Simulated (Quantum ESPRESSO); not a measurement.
# Voltage at the next charge: germanene, 1 layer against an electrode

Method. Quantum ESPRESSO 7.5, PBE, GBRV ultrasoft; ESM with bc3, a metal electrode 7.01 Å above the top atoms; cell area 14.155 Å²; ions fixed. V is the potential energy of an electron at the electrode over the slab's Fermi level, divided by e, so that it equals the work function at zero charge; positive charge removes electrons.

| charge (e a cell) | V (V) |
| --- | --- |
| 0 | 4.470 |
| 0.0214 | 6.214 |
| 0.0428 | 7.860 |

One more run was made and is withheld. What is V at a charge of 0.0857 e, and what capacitance do the rows imply?

**Worked estimate.** The last two rows give dV/dq = (7.860 − 6.214)/(0.0428 − 0.0214) = 76.9 V/e, so C = 1602/(14.155 × 76.9) = 1.47 µF/cm², an effective gap of 8.854/1.47 = 6.02 Å. At constant C, V = 7.860 + 76.9 × 0.0429 = 11.16 V.

What the calculation gave: V = 11.121 V; the estimate misses by +0.04 V, 1.2 % of the step. Over the three intervals C goes 1.39, 1.47 and 1.49 µF/cm².

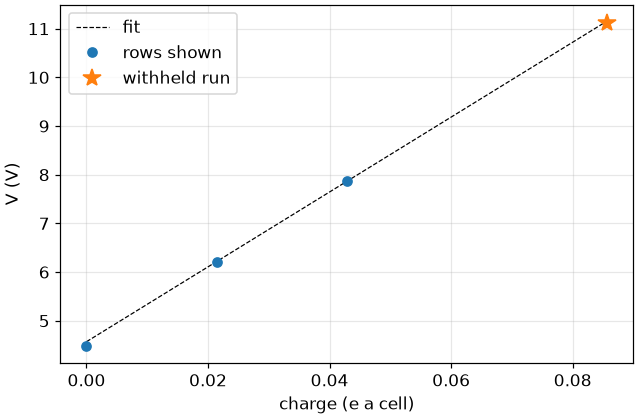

The rows shown, the fit and the withheld run.

Caveats: Vacuum fills the gap; a dielectric or electrolyte would change C. The slab is thin.
